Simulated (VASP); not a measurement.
Band structure of Mg (hcp). These are PBE GGA, VASP's PBE PAW potentials (set 64) (plane waves; VASP) values and carry that method's errors.

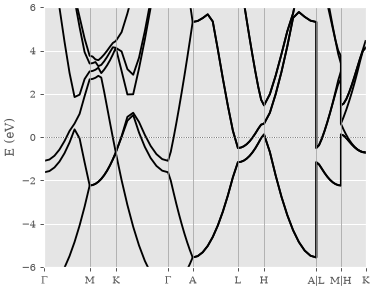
*Bands along high-symmetry lines, zero at the valence-band maximum or, without a gap, the Fermi level*

Read the plot: is there a gap, and where are the band edges?

It has no gap at this level: it comes out as a metal or semimetal. (Edges off the drawn lines would not show.)

The compound is Mg in the hcp structure. It was relaxed first.
